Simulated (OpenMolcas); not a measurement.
# C3H9Ga (trimethylgallium (TMGa)) at 6 levels

Wanted: a comparison of 6 runs (B3LYP/6-31G*, BLYP/def2-SVP, M06-L/def2-SVP, r2SCAN/def2-SVP, MP2/def2-SVP) of C3H9Ga (trimethylgallium (TMGa)). 

The results are computed with OpenMolcas 26.06.

### 1 The system as given

The species is C3H9Ga (13 atoms), meant as a singlet with charge 0. SMILES: `C[Ga](C)C`. One bond was lengthened or shortened from a relaxed shape.

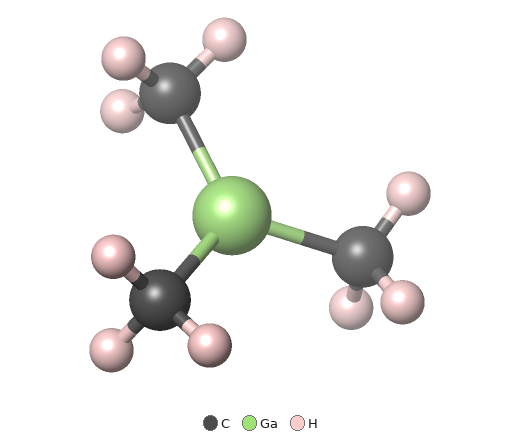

The structure, seen from a chosen angle (carbon dark grey, gallium green, hydrogen pink).

### 2 A single-point energy at B3LYP/6-31G(d) (spherical functions) (run 1)

struct.xyz

```xyz
13

C     -0.251975     1.667358    -1.084177
Ga     0.165585    -0.010602    -0.127477
C      1.538935    -0.012422     1.293423
C     -0.850175    -1.657502    -0.527257
H      0.630615     2.300158    -1.199717
H     -0.984265     2.240218    -0.504777
H     -0.687725     1.484158    -2.068257
H      2.341785     0.697958     1.084993
H      1.972785    -1.002532     1.446303
H      1.078655     0.291158     2.240063
H     -1.183025    -1.690772    -1.566727
H     -1.882270    -1.692900     0.194460
H     -0.273325    -2.558872    -0.310627
```

run.input

```
>>> EXPORT MOLCAS_PRINT=2
&GATEWAY
BasLib
$CurrDir
Coord
struct.xyz
Basis
6-31Gs
Group
NoSym
&SEWARD
GridInput
Grid=UltraFine
End of Grid
&SCF
KSDFT
B3LYP
Thresholds
1e-10 1e-07 1e-07 1e-05
PrOrbitals
1 1
```

The basis set 6-31G* is read from a file made from the Basis Set Exchange's data (not shown).

The run is started by

```console
$ export MOLCAS_MEM=1860
$ pymolcas run.input > run.log
```

The log of the run:

```text
--- Start Module: gateway ---
[...]
--- Stop Module: gateway /rc=_RC_ALL_IS_WELL_ ---
--- Start Module: seward ---
[...]
      Basis functions           92
--- Stop Module: seward /rc=_RC_ALL_IS_WELL_ ---
[...]
--- Start Module: scf ---
[...]
       Convergence after  12 Iterations
[...]
::    Total KS-DFT energy                           -2044.3535319665
[...]
      Total spin, S                                     0.0000000000
[...]
      Total electronic charge=   58.000000
      Total            charge=   -0.000000
[...]
      Dipole Moment (debye):
      Origin of the operator (angstrom)=    0.1551   -0.0061   -0.1166
                   X=  6.1145E-02               Y=  3.5366E-02               Z= -1.8368E-02           Total=  7.2986E-02
      Quadrupole Moment (debye*angstrom):
[...]
--- Stop Module: scf /rc=_RC_ALL_IS_WELL_ ---
[...]
```

Run time: 41 s. Hardware: 1 thread of AMD EPYC 7R43 (Zen 3), shared host; peak memory 0.5 GiB.

### 3 A single-point energy at B3LYP/6-31G(d) (Cartesian functions) (run 2)

input.xyz

```xyz
13

C     -0.251975     1.667358    -1.084177
Ga     0.165585    -0.010602    -0.127477
C      1.538935    -0.012422     1.293423
C     -0.850175    -1.657502    -0.527257
H      0.630615     2.300158    -1.199717
H     -0.984265     2.240218    -0.504777
H     -0.687725     1.484158    -2.068257
H      2.341785     0.697958     1.084993
H      1.972785    -1.002532     1.446303
H      1.078655     0.291158     2.240063
H     -1.183025    -1.690772    -1.566727
H     -1.882270    -1.692900     0.194460
H     -0.273325    -2.558872    -0.310627
```

calc.input

```
&GATEWAY
 BasLib=$CurrDir
 Coord=input.xyz
 Basis=6-31Gs
 Group=NoSym

&SEWARD
 GridInput
 Grid=UltraFine
 End of Grid

&SCF
 KSDFT=B3LYP
 Thresholds=1e-10 1e-07 1e-07 1e-05
 PrOrbitals=1 2
```

The basis set 6-31G* is read from a file made from the Basis Set Exchange's data (not shown).

The run is started by

```console
$ export MOLCAS_MEM=1860
$ pymolcas calc.input > calc.log
```

The log of the run:

```text
--- Start Module: gateway ---
[...]
--- Stop Module: gateway /rc=_RC_ALL_IS_WELL_ ---
--- Start Module: seward ---
[...]
      Basis functions           98
--- Stop Module: seward /rc=_RC_ALL_IS_WELL_ ---
[...]
--- Start Module: scf ---
[...]
       Convergence after  12 Iterations
[...]
::    Total KS-DFT energy                           -2044.3610021835
[...]
      Total spin, S                                     0.0000000000
[...]
      Total electronic charge=   58.000000
      Total            charge=   -0.000000
[...]
      Dipole Moment (debye):
      Origin of the operator (angstrom)=    0.1551   -0.0061   -0.1166
                   X=  6.3710E-02               Y=  3.4306E-02               Z= -2.1027E-02           Total=  7.5352E-02
      Quadrupole Moment (debye*angstrom):
[...]
--- Stop Module: scf /rc=_RC_ALL_IS_WELL_ ---
[...]
```

Wall time 44 s (1 thread of AMD EPYC 7R43 (Zen 3), shared host); peak memory 0.54 GiB.

Run 3 isn't shown in full; the table further down has it.

### 4 The energy at M06-L/def2-SVP (run 4)

mol.xyz

```xyz
13

C     -0.251975     1.667358    -1.084177
Ga     0.165585    -0.010602    -0.127477
C      1.538935    -0.012422     1.293423
C     -0.850175    -1.657502    -0.527257
H      0.630615     2.300158    -1.199717
H     -0.984265     2.240218    -0.504777
H     -0.687725     1.484158    -2.068257
H      2.341785     0.697958     1.084993
H      1.972785    -1.002532     1.446303
H      1.078655     0.291158     2.240063
H     -1.183025    -1.690772    -1.566727
H     -1.882270    -1.692900     0.194460
H     -0.273325    -2.558872    -0.310627
```

run.inp

```
&GATEWAY
  BasLib=$CurrDir
  Coord=mol.xyz
  Basis=def2-SVP
  Group=NoSym

&SEWARD
  GridInput
  Grid=UltraFine
  End of Grid

&SCF
  KSDFT=M06L
  Thresholds=1e-10 1e-07 1e-07 1e-05
  PrOrbitals=0
```

The basis set def2-SVP is read from a file made from the Basis Set Exchange's data (not shown).

The run is started by

```console
$ export MOLCAS_MEM=1860
$ pymolcas run.inp > run.log
```

The log of the run:

```text
--- Start Module: gateway ---
[...]
--- Stop Module: gateway /rc=_RC_ALL_IS_WELL_ ---
--- Start Module: seward ---
[...]
      Basis functions          119
--- Stop Module: seward /rc=_RC_ALL_IS_WELL_ ---
[...]
--- Start Module: scf ---
[...]
       Convergence after  13 Iterations
[...]
::    Total KS-DFT energy                           -2044.1747591360
[...]
      Total spin, S                                     0.0000000000
[...]
      Total electronic charge=   58.000000
      Total            charge=   -0.000000
[...]
      Dipole Moment (debye):
      Origin of the operator (angstrom)=    0.1551   -0.0061   -0.1166
                   X=  1.8028E-02               Y=  5.0999E-02               Z=  2.3991E-02           Total=  5.9173E-02
      Quadrupole Moment (debye*angstrom):
[...]
--- Stop Module: scf /rc=_RC_ALL_IS_WELL_ ---
[...]
```

It took 72 s on 1 thread of AMD EPYC 7R43 (Zen 3), shared host; peak memory 0.75 GiB.

Run 5 isn't shown in full; the table further down has it.

### 5 A single-point energy at MP2/def2-SVP (run 6)

run.input

```
&GATEWAY
BasLib=$CurrDir
Coord
13
angstrom
C       -0.251975       1.667358      -1.084177
Ga       0.165585      -0.010602      -0.127477
C        1.538935      -0.012422       1.293423
C       -0.850175      -1.657502      -0.527257
H        0.630615       2.300158      -1.199717
H       -0.984265       2.240218      -0.504777
H       -0.687725       1.484158      -2.068257
H        2.341785       0.697958       1.084993
H        1.972785      -1.002532       1.446303
H        1.078655       0.291158       2.240063
H       -1.183025      -1.690772      -1.566727
H       -1.882270      -1.692900       0.194460
H       -0.273325      -2.558872      -0.310627
Basis=def2-SVP
Group=NoSym
&SEWARD
&SCF
Thresholds=1e-10 1e-07 1e-07 1e-05
PrOrbitals=1
&MBPT2
Frozen=12
```

The basis set def2-SVP is read from a file made from the Basis Set Exchange's data (not shown).

The run is started by

```console
$ export MOLCAS_MEM=1860
$ pymolcas run.input > run.log
```

The log of the run:

```text
--- Start Module: gateway ---
[...]
--- Stop Module: gateway /rc=_RC_ALL_IS_WELL_ ---
[...]
      Basis functions          119
[...]
--- Start Module: scf ---
[...]
       Convergence after  12 Iterations
[...]
::    Total SCF energy                              -2041.7465832611
[...]
      Total spin, S                                     0.0000000000
[...]
      Total electronic charge=   58.000000
      Total            charge=   -0.000000
[...]
      Dipole Moment (debye):
      Origin of the operator (angstrom)=    0.1551   -0.0061   -0.1166
                   X=  1.1412E-01               Y=  3.4338E-02               Z= -5.7986E-02           Total=  1.3254E-01
      Quadrupole Moment (debye*angstrom):
[...]
--- Stop Module: scf /rc=_RC_ALL_IS_WELL_ ---
[...]
--- Start Module: mbpt2 ---
[...]
WARNING!
Default frozen orbitals as non valence orbitals is overwritten by user input.
Default values:  17
[...]
       Reference weight ( Cref**2 )         =        0.82431
::    Total MBPT2 energy                            -2042.4071489308
[...]
      Total MBPT2 calculations                           1.15      1.43
--- Stop Module: mbpt2 /rc=_RC_ALL_IS_WELL_ ---
[...]
```

Wall time 28 s (1 thread of AMD EPYC 7R43 (Zen 3), shared host); peak memory 0.75 GiB.

### 6 Overview of the runs

```
run                               level  Cartesian functions  integration grid   energy (Eh)  dipole moment (D) of the reference  HOMO energy (eV)  LUMO energy (eV)  wall time
  1  B3LYP/6-31G* (spherical functions)                   no         UltraFine  -2044.353532                                0.07             -6.99             -0.69       41 s
  2  B3LYP/6-31G* (Cartesian functions)                  yes         UltraFine  -2044.361002                                0.08             -6.98             -0.68       44 s
  3                       BLYP/def2-SVP                   no         UltraFine  -2044.219845                                0.05             -5.94             -1.22       58 s
  4                      M06-L/def2-SVP                   no         UltraFine  -2044.174759                                0.06             -6.30             -0.91       72 s
  5                     r2SCAN/def2-SVP                   no         UltraFine  -2044.158012                                0.05             -6.40             -1.02       80 s
  6                        MP2/def2-SVP                   no                 –  -2042.407149                                0.13            -10.36              2.36       28 s
```

### 7 Outcome

| quantity | value |
| --- | --- |
| run 6: total energy | -2042.40715 Eh |
| run 6: dipole moment (mean-field density) | 0.13 D |
| run 6: HOMO energy (Hartree–Fock orbitals) | -10.36 eV |
| run 6: LUMO energy (Hartree–Fock orbitals) | 2.36 eV |
| run 6: HOMO–LUMO gap (Hartree–Fock orbitals) | 12.72 eV |
| run 6: correlation energy (12 core orbitals frozen) | -660.6 mEh |

What this shows: Over runs 1, 2, 3, 4, 5 the dipole moment (its size) runs from 0.05 D (r2SCAN/def2-SVP) to 0.08 D (B3LYP/6-31G*). The two ends differ in method and basis. Over runs 1, 2, 3, 4, 5 the HOMO–LUMO gap runs from 4.72 eV (BLYP/def2-SVP) to 6.30 eV (B3LYP/6-31G*). Totals of different functionals can't be ranked against each other. All runs together took 5.4 min, the longest 80 s.
